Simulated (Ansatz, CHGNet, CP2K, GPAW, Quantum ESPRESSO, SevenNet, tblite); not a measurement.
# CP2K on graphene/h-BP/graphene sandwich (62 atoms): settings against a plane-wave reference, part 2 of 2

How do the settings of CP2K change the result for graphene/h-BP/graphene sandwich (62 atoms)? A plane-wave run serves as the yardstick.

Program: CP2K 2026.2; the method stands at each step. Banners, paths, timers and routine set-up lines are dropped from the logs unmarked, and long logs keep their key lines alone; longer cuts are marked.

So far. Step 2 (PBE, DZVP-MOLOPT-SR, 450/50 Ry, diagonalisation): Forces lie 2.0 % from the reference's, at 5.2 times its CPU time (on 2 against 4 cores). Step 3 (PBE, TZVP-UZH, 450/50 Ry, diagonalisation): Against the first run (2.0 %), the force difference from the reference is 1.6 %, at 1.5 times the CPU time (on 4 against 2 cores), with 1054 basis functions against 806; this set comes with other potentials too, so the change isn't the basis's alone.

### 4. PBE, TZVP-MOLOPT (SR for B), 450/50 Ry, diagonalisation

Method: Kohn-Sham DFT, PBE, GTH-PBE pseudopotentials, Gaussian and plane waves, TZVP-MOLOPT-GTH, diagonalisation.

input.inp reads:

```
&GLOBAL
  PROJECT cell
  RUN_TYPE ENERGY_FORCE
  PRINT_LEVEL LOW
&END GLOBAL
&FORCE_EVAL
  METHOD QS
  &DFT
    BASIS_SET_FILE_NAME BASIS_MOLOPT
    BASIS_SET_FILE_NAME BASIS_MOLOPT_UCL
    POTENTIAL_FILE_NAME GTH_POTENTIALS
    &MGRID
      CUTOFF 450
      REL_CUTOFF 50
    &END MGRID
    &QS
      EPS_DEFAULT 1.0E-12
    &END QS
    &SCF
      SCF_GUESS ATOMIC
      EPS_SCF 5.0E-06
      MAX_SCF 200
      ADDED_MOS 27
      &DIAGONALIZATION
        ALGORITHM STANDARD
      &END DIAGONALIZATION
      &SMEAR ON
        METHOD FERMI_DIRAC
        ELECTRONIC_TEMPERATURE [K] 580
      &END SMEAR
      &MIXING
        METHOD BROYDEN_MIXING
        ALPHA 0.2
        NBROYDEN 12
        BETA 0.05
      &END MIXING
      &PRINT
        &RESTART OFF
        &END RESTART
      &END PRINT
    &END SCF
    &XC
      &XC_FUNCTIONAL PBE
      &END XC_FUNCTIONAL
    &END XC
    &PRINT
      &MULLIKEN ON
      &END MULLIKEN
      &HIRSHFELD ON
        SHAPE_FUNCTION DENSITY
      &END HIRSHFELD
      &MO ON
        EIGENVALUES T
        OCCUPATION_NUMBERS T
        MO_INDEX_RANGE 113 136
        &EACH
          QS_SCF 0
        &END EACH
        ADD_LAST NUMERIC
      &END MO
    &END PRINT
  &END DFT
  &SUBSYS
    &CELL
      A 8.50730 0.00000 0.00000
      B -4.25365 7.36754 0.00000
      C 0.00000 0.00000 20.91000
    &END CELL
    &COORD
[... 62 atom lines left out: the same atoms as in the first run ...]
    &END COORD
    &KIND C
      BASIS_SET TZVP-MOLOPT-GTH-q4
      POTENTIAL GTH-PBE-q4
    &END KIND
    &KIND B
      BASIS_SET TZVP-MOLOPT-SR-GTH-q3
      POTENTIAL GTH-PBE-q3
    &END KIND
    &KIND P
      BASIS_SET TZVP-MOLOPT-GTH-q5
      POTENTIAL GTH-PBE-q5
    &END KIND
  &END SUBSYS
  &PRINT
    &FORCES ON
    &END FORCES
  &END PRINT
&END FORCE_EVAL
```

Started as:

```console
$ OMP_NUM_THREADS=1 mpirun -np 4 cp2k.psmp -i input.inp > output.txt
```

Numbers of over 12 decimals in the logs are rounded to 6 here.

The program printed:

```text
CP2K| version string:                                       CP2K version 2026.2
 CP2K| Input file name                                                 input.inp
 GLOBAL| Basis set file name                                        BASIS_MOLOPT
 GLOBAL| Potential file name                                      GTH_POTENTIALS
[... lines left out ...]
                        Smear method:                                FERMI_DIRAC
[... lines left out ...]
 Number of electrons:                                                        248
[... lines left out ...]
  Step     Update method      Time    Convergence         Total energy    Change
[... lines left out ...]
  *** SCF run converged in    24 steps ***
[... lines left out ...]
  Fermi energy:                                                 0.017128
  Total energy:                                              -338.967676
  Total energy (extrapolated to T->0):                       -338.964435
[... lines left out ...]
 MO| E(Fermi):            0.017128 a.u.          0.466090 eV
[... lines left out ...]
     62       C      1       4.000          3.996                         0.004
  Total Charge                                                           -0.000
 !-----------------------------------------------------------------------------!
 ENERGY| Total FORCE_EVAL ( QS ) energy [hartree]           -338.967677
 FORCES| Atomic forces [hartree/bohr]
 FORCES|   Atom     x               y               z               |f|
 FORCES|      1 -3.29157755E-02 -4.41289961E-02 -2.57848248E-03   5.51132030E-02
 FORCES|      2  3.93175419E-02 -5.00592182E-02 -5.08889565E-03   6.38568030E-02
 FORCES|      3 -2.18540840E-02 -1.13283307E-04  1.77690485E-03   2.19264956E-02
[...]
FORCES|     61  2.69407551E-02 -7.57978513E-03 -1.37255923E-02   3.11712899E-02
 FORCES|     62 -6.26022495E-03  2.83067126E-02  1.01771023E-02   3.07251331E-02
 FORCES| Sum    -1.03526073E-04 -2.23355369E-05 -2.68417029E-06
 FORCES| Total atomic force                                       1.05942101E-04
```

Wall time 10 min (4 MPI ranks of Arm Neoverse V1, shared host); peak memory 4.3 GiB; 41 min of CPU time.

Against the reference:

```
r.m.s. force component                  : 1.576 eV/Å
r.m.s. difference of force components   : 13.74 meV/Å
longest difference of force vectors     : 51.57 meV/Å
force difference over r.m.s. force      : 0.8759 %
slope of forces against the reference's : 1.005
correlation of force components         : 1
```

Against the first run (2.0 %), the force difference from the reference is 0.88 %, at 9.4 times the CPU time (on 4 against 2 cores), with 1054 basis functions against 806: the larger basis brings the forces nearer.

### 5. RPBE, PBE potentials, DZVP-MOLOPT-SR, 450/50 Ry, diagonalisation

Method: Kohn-Sham DFT, RPBE, GTH-PBE pseudopotentials, Gaussian and plane waves, DZVP-MOLOPT-SR-GTH, diagonalisation.

input.inp: that of step 4 with these lines changed.

```diff
@@ -9,3 +9,2 @@
     BASIS_SET_FILE_NAME BASIS_MOLOPT
-    BASIS_SET_FILE_NAME BASIS_MOLOPT_UCL
     POTENTIAL_FILE_NAME GTH_POTENTIALS
@@ -42,3 +41,7 @@
     &XC
-      &XC_FUNCTIONAL PBE
+      &XC_FUNCTIONAL
+        &GGA_X_RPBE
+        &END GGA_X_RPBE
+        &GGA_C_PBE
+        &END GGA_C_PBE
       &END XC_FUNCTIONAL
@@ -72,3 +75,3 @@
     &KIND C
-      BASIS_SET TZVP-MOLOPT-GTH-q4
+      BASIS_SET DZVP-MOLOPT-SR-GTH-q4
       POTENTIAL GTH-PBE-q4
@@ -76,3 +79,3 @@
     &KIND B
-      BASIS_SET TZVP-MOLOPT-SR-GTH-q3
+      BASIS_SET DZVP-MOLOPT-SR-GTH-q3
       POTENTIAL GTH-PBE-q3
@@ -80,3 +83,3 @@
     &KIND P
-      BASIS_SET TZVP-MOLOPT-GTH-q5
+      BASIS_SET DZVP-MOLOPT-SR-GTH-q5
       POTENTIAL GTH-PBE-q5
```

Started as:

```console
$ OMP_NUM_THREADS=2 cp2k.psmp -i input.inp > output.txt
```

The program printed:

```text
CP2K| version string:                                       CP2K version 2026.2
 CP2K| Input file name                                                 input.inp
 GLOBAL| Basis set file name                                        BASIS_MOLOPT
 GLOBAL| Potential file name                                      GTH_POTENTIALS
 GLOBAL| Run type                                                   ENERGY_FORCE
 GLOBAL| Total number of message passing processes                             1
 GLOBAL| Number of threads for this process                                    2
[... lines left out ...]
                        Smear method:                                FERMI_DIRAC
[... lines left out ...]
 Number of electrons:                                                        248
[... lines left out ...]
  Step     Update method      Time    Convergence         Total energy    Change
[... lines left out ...]
  *** SCF run converged in    20 steps ***
[... lines left out ...]
  Fermi energy:                                                 0.017000
  Total energy:                                              -339.224559
  Total energy (extrapolated to T->0):                       -339.221408
[... lines left out ...]
 MO| E(Fermi):            0.017000 a.u.          0.462591 eV
[... lines left out ...]
                           Hirshfeld Charges
  #Atom  Element  Kind  Ref Charge     Population                    Net charge
      1       C      1       4.000          4.007                        -0.007
      2       C      1       4.000          3.995                         0.005
      3       C      1       4.000          3.995                         0.005
[...]
61       C      1       4.000          4.004                        -0.004
     62       C      1       4.000          3.996                         0.004
  Total Charge                                                           -0.000
 !-----------------------------------------------------------------------------!
 ENERGY| Total FORCE_EVAL ( QS ) energy [hartree]           -339.224596
 FORCES| Atomic forces [hartree/bohr]
 FORCES|   Atom     x               y               z               |f|
 FORCES|      1 -3.37147450E-02 -4.41000012E-02 -3.00772491E-03   5.55926304E-02
 FORCES|      2  4.01519011E-02 -5.04530072E-02 -5.50029133E-03   6.47142511E-02
 FORCES|      3 -2.21905423E-02 -9.30742273E-05  1.47397580E-03   2.22396366E-02
[...]
FORCES|     61  2.70343756E-02 -7.77106462E-03 -1.32925993E-02   3.11117358E-02
 FORCES|     62 -6.44317316E-03  2.84878680E-02  1.04992430E-02   3.10371907E-02
 FORCES| Sum     4.36988442E-04  5.82990431E-04  6.67108073E-05
 FORCES| Total atomic force                                       7.31633155E-04
```

The job ended after 2.4 min (2 threads; peak memory 3.2 GiB; 4.4 min of CPU time).

Numbers from this run, and their distance from the reference:

```
r.m.s. force component                  : 1.59 eV/Å
r.m.s. difference of force components   : 25.76 meV/Å
longest difference of force vectors     : 95.36 meV/Å
force difference over r.m.s. force      : 1.642 %
slope of forces against the reference's : 1.014
correlation of force components         : 1
```

Against the first run (2.0 %), the force difference from the reference is 1.6 %, at 1.00 times the CPU time; another functional landing nearer a PBE reference means that errors partly cancel.

The difference per atom is largest on C (0.046 eV/Å on average, against 0.014 on B).

### 6. PBE, DZVP-MOLOPT-SR, 450/30 Ry, diagonalisation

Method: Kohn-Sham DFT, PBE, GTH-PBE pseudopotentials, Gaussian and plane waves, DZVP-MOLOPT-SR-GTH, diagonalisation.

input.inp: that of step 5 with these lines changed.

```diff
@@ -12,3 +12,3 @@
       CUTOFF 450
-      REL_CUTOFF 50
+      REL_CUTOFF 30
     &END MGRID
@@ -41,7 +41,3 @@
     &XC
-      &XC_FUNCTIONAL
-        &GGA_X_RPBE
-        &END GGA_X_RPBE
-        &GGA_C_PBE
-        &END GGA_C_PBE
+      &XC_FUNCTIONAL PBE
       &END XC_FUNCTIONAL
@@ -71,5 +67,6 @@
     &END CELL
-    &COORD
-[... 62 atom lines left out: the same atoms as in the first run ...]
-    &END COORD
+    &TOPOLOGY
+      COORD_FILE_NAME structure.xyz
+      COORD_FILE_FORMAT XYZ
+    &END TOPOLOGY
     &KIND C
```

structure.xyz reads:

```xyz
62

[... 62 atom lines left out: the same atoms as in the first run ...]
```

The program printed:

```text
CP2K| version string:                                       CP2K version 2026.2
 CP2K| Input file name                                                 input.inp
 GLOBAL| Basis set file name                                        BASIS_MOLOPT
 GLOBAL| Potential file name                                      GTH_POTENTIALS
 GLOBAL| Run type                                                   ENERGY_FORCE
 GLOBAL| Total number of message passing processes                             1
 GLOBAL| Number of threads for this process                                    2
 TOTAL NUMBERS AND MAXIMUM NUMBERS
  Total number of            - Atomic kinds:                                   3
                             - Atoms:                                         62
[... lines left out ...]
                        Smear method:                                FERMI_DIRAC
[... lines left out ...]
 Number of electrons:                                                        248
[... lines left out ...]
  Step     Update method      Time    Convergence         Total energy    Change
[... lines left out ...]
  *** SCF run converged in    20 steps ***
[... lines left out ...]
  Fermi energy:                                                 0.015328
  Total energy:                                              -338.933470
  Total energy (extrapolated to T->0):                       -338.930219
[... lines left out ...]
 MO| E(Fermi):            0.015328 a.u.          0.417110 eV
[... lines left out ...]
       2     C        1          3.995807                              0.004193
       3     C        1          3.994287                              0.005713
[...]
61     C        1          4.004340                             -0.004340
      62     C        1          3.991651                              0.008349
 # Total charge                            248.000000                  0.000000
 !-----------------------------------------------------------------------------!
 !-----------------------------------------------------------------------------!
                           Hirshfeld Charges
  #Atom  Element  Kind  Ref Charge     Population                    Net charge
      1       C      1       4.000          4.007                        -0.007
      2       C      1       4.000          3.995                         0.005
      3       C      1       4.000          3.995                         0.005
[...]
61       C      1       4.000          4.004                        -0.004
     62       C      1       4.000          3.996                         0.004
  Total Charge                                                            0.000
 !-----------------------------------------------------------------------------!
 ENERGY| Total FORCE_EVAL ( QS ) energy [hartree]           -338.933486
 FORCES| Atomic forces [hartree/bohr]
 FORCES|   Atom     x               y               z               |f|
 FORCES|      1 -3.32429238E-02 -4.46094505E-02 -2.52749738E-03   5.56909625E-02
 FORCES|      2  3.94813842E-02 -5.03961770E-02 -4.92865940E-03   6.42093921E-02
 FORCES|      3 -2.17872384E-02 -3.58527730E-05  1.93099492E-03   2.18726721E-02
[...]
FORCES|     61  2.70090661E-02 -7.25678770E-03 -1.38775901E-02   3.12207964E-02
 FORCES|     62 -5.91429184E-03  2.82772002E-02  9.95723572E-03   3.05569213E-02
 FORCES| Sum    -1.22300772E-04 -4.90762374E-05 -1.32809424E-05
 FORCES| Total atomic force                                       1.32447497E-04
```

Elapsed: 1.9 min, on 2 threads; peak memory 3.2 GiB.

Compared with the plane-wave run:

```
r.m.s. force component                          : 1.592 eV/Å
r.m.s. difference of force components           : 30.91 meV/Å
longest difference of force vectors             : 119 meV/Å
force difference over r.m.s. force              : 1.97 %
slope of forces against the reference's         : 1.014
correlation of force components                 : 0.9999
energy less the same-level run's                : -0.0178 meV/atom
r.m.s. force difference from the same-level run : 0.458 meV/Å
```

This is a coarse setting, run to see what it loses.

Against the first run (2.0 %), the force difference from the reference is 2.0 %, at 0.78 times the CPU time: the change moves forces by 0.46 meV/Å r.m.s., so most of the difference comes from elsewhere.

The difference per atom is largest on C (0.054 eV/Å on average, against 0.018 on B).

### 7. The ladder

Differences are against the plane-wave reference, forces as r.m.s. over components; share is that over the reference's r.m.s. force, slope the least-squares factor from reference forces to these. Total energies of different programs have different zeros and aren't compared.

| run | Δ force, r.m.s. (meV/Å) | share (%) | slope | cores | CPU time | memory (GiB) |
| --- | --- | --- | --- | --- | --- | --- |
| reference | - | - | - | 4 | 51 s | 1.2 |
| CP2K PBE, DZVP-MOLOPT-SR, 450/50 Ry, diagonalisation | 30.8 | 1.96 | 1.014 | 2 | 4.4 min | 3.2 |
| CP2K PBE, TZVP-UZH, 450/50 Ry, diagonalisation | 25.3 | 1.61 | 1.013 | 4 | 6.5 min | 4.1 |
| CP2K PBE, TZVP-MOLOPT (SR for B), 450/50 Ry, diagonalisation | 13.7 | 0.876 | 1.005 | 4 | 41 min | 4.3 |
| CP2K RPBE, PBE potentials, DZVP-MOLOPT-SR, 450/50 Ry, diagonalisation | 25.8 | 1.64 | 1.014 | 2 | 4.4 min | 3.2 |
| CP2K PBE, DZVP-MOLOPT-SR, 450/30 Ry, diagonalisation (coarse) | 30.9 | 1.97 | 1.014 | 2 | 3.5 min | 3.2 |

Rows marked coarse were listed beforehand as settings not expected to be converged; some can still land near the reference.

CPU time is summed over cores on a shared host, where runs went side by side, so it is rough. Symmetry, cutoffs, thresholds, outputs and thread counts weren't matched or tuned between programs; memory under MPI is the largest rank's times the ranks.

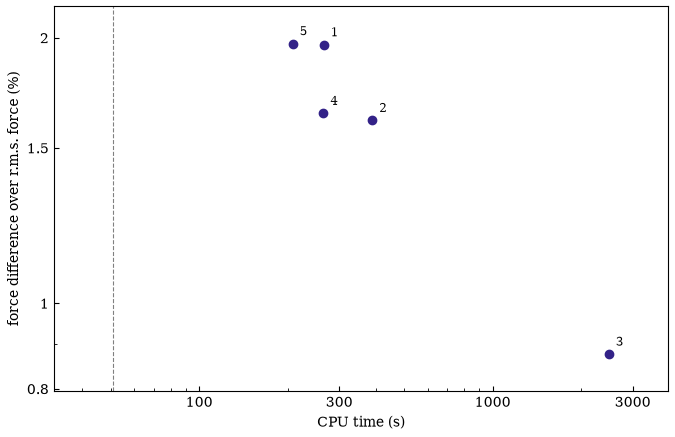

Force difference against CPU time; the dashed line marks the reference's time. Points: 1 CP2K PBE, DZVP-MOLOPT-SR, 450/50 Ry, diagonalisation; 2 CP2K PBE, TZVP-UZH, 450/50 Ry, diagonalisation; 3 CP2K PBE, TZVP-MOLOPT (SR for B), 450/50 Ry, diagonalisation; 4 CP2K RPBE, PBE potentials, DZVP-MOLOPT-SR, 450/50 Ry, diagonalisation; 5 CP2K PBE, DZVP-MOLOPT-SR, 450/30 Ry, diagonalisation.

Mean charges by element (e), by run and scheme:

| run | scheme | C | B | P |
| --- | --- | --- | --- | --- |
| reference | Löwdin | +0.04 | -0.62 | +0.69 |
| CP2K PBE, DZVP-MOLOPT-SR, 450/50 Ry, diagonalisation | Mulliken | 0.00 | -0.26 | +0.24 |
| CP2K PBE, DZVP-MOLOPT-SR, 450/50 Ry, diagonalisation | Hirshfeld | 0.00 | -0.08 | +0.09 |
| CP2K PBE, TZVP-UZH, 450/50 Ry, diagonalisation | Mulliken | +0.01 | -0.05 | +0.01 |
| CP2K PBE, TZVP-UZH, 450/50 Ry, diagonalisation | Hirshfeld | 0.00 | -0.08 | +0.09 |
| CP2K PBE, TZVP-MOLOPT (SR for B), 450/50 Ry, diagonalisation | Mulliken | 0.00 | -0.57 | +0.59 |
| CP2K PBE, TZVP-MOLOPT (SR for B), 450/50 Ry, diagonalisation | Hirshfeld | 0.00 | -0.08 | +0.09 |
| CP2K RPBE, PBE potentials, DZVP-MOLOPT-SR, 450/50 Ry, diagonalisation | Mulliken | 0.00 | -0.27 | +0.25 |
| CP2K RPBE, PBE potentials, DZVP-MOLOPT-SR, 450/50 Ry, diagonalisation | Hirshfeld | 0.00 | -0.08 | +0.09 |

The reference's Löwdin charges lack the electrons that the projection spills, 0.040 e an atom on average.

Within one program, basis, potentials and functional, energies share a zero. Each run against its twin at the usual cutoff or grid and solver:

| run | twin | Δ energy (meV/atom) | Δ force, r.m.s. (meV/Å) | CPU time over the twin's |
| --- | --- | --- | --- | --- |
| CP2K PBE, DZVP-MOLOPT-SR, 450/30 Ry, diagonalisation | DZVP-MOLOPT-SR, 450/50 Ry, diagonalisation | -0.0178 | 0.458 | 0.78 |

A second geometry, displaced anew (every atom was moved at random, 0.08 Å r.m.s. a Cartesian component), gives an energy difference that all programs can be tested on. The reference puts it at 216.3 meV/atom.

| run | energy less the first geometry's (meV/atom) | error (meV/atom) | force share at the second geometry (%) |
| --- | --- | --- | --- |
| CP2K PBE, DZVP-MOLOPT-SR, 450/50 Ry, diagonalisation | 219.1 | 2.84 | 1.80 |
| CP2K PBE, TZVP-UZH, 450/50 Ry, diagonalisation | 217.8 | 1.51 | 1.50 |
| CP2K PBE, TZVP-MOLOPT (SR for B), 450/50 Ry, diagonalisation | 216.8 | 0.502 | 0.828 |
| CP2K RPBE, PBE potentials, DZVP-MOLOPT-SR, 450/50 Ry, diagonalisation | 219.0 | 2.71 | 1.45 |
| CP2K PBE, DZVP-MOLOPT-SR, 450/30 Ry, diagonalisation | 219.1 | 2.82 | 1.81 |

Further runs of this program without a result: CP2K GFN1-xTB, diagonalisation (not converged).

### 8. What came out

```json
{
  "nearest in forces": "CP2K PBE, TZVP-MOLOPT (SR for B), 450/50 Ry, diagonalisation, 0.88 %",
  "its CPU time": "41 min"
}
```

The PBE runs in local orbitals, coarse settings apart, differ by 0.88 % (CP2K PBE, TZVP-MOLOPT (SR for B), 450/50 Ry, diagonalisation) to 2.0 % (CP2K PBE, DZVP-MOLOPT-SR, 450/50 Ry, diagonalisation); basis, grid and potentials can all enter. Rows with another functional or a dispersion term differ by 1.6 % (CP2K RPBE, PBE potentials, DZVP-MOLOPT-SR, 450/50 Ry, diagonalisation), which mixes the change of model with differences of basis and potentials, some of them made for another functional. Runs with settings chosen to be coarse differ by 2.0 % (CP2K PBE, DZVP-MOLOPT-SR, 450/30 Ry, diagonalisation), their programs' other errors included. None of the electronic-structure runs in the table takes under half the reference's CPU time of 51 s; they take 4.1 to 49 times as much. Charges hang on scheme and program or settings: among these rows the mean for P runs from +0.01 to +0.69 e. The energy difference between the two geometries, 216 meV/atom in the reference, is met best by CP2K PBE, TZVP-MOLOPT (SR for B), 450/50 Ry, diagonalisation (+0.502) and worst by CP2K PBE, DZVP-MOLOPT-SR, 450/50 Ry, diagonalisation (+2.84) and CP2K PBE, DZVP-MOLOPT-SR, 450/30 Ry, diagonalisation (coarse) (+2.82). The reference's PBE has no dispersion term, which matters for the binding between molecules or layers. One k-point is far too coarse for the carbon or group-IV sheet, and it can put spurious forces of up to about 1 eV/Å on the sheet's atoms. The electronic-structure runs sample only Γ, in a cell whose shortest periodic width is 7 Å, which is coarse for a cell with partly filled levels.

[Also dropped from logs without a mark: logging warnings of Python, and SIESTA's first energy breakdown and zero terms.]

[Logs are printed without paths, hosts, clocks, repeated set-up lines and the standing remarks that a program may print on its own settings, such as how far it seeks lower states.]

[Hosts, paths, dates, database ids (printed as entryN), source tags and the programs' standing remarks are cut or masked in the printed files.]
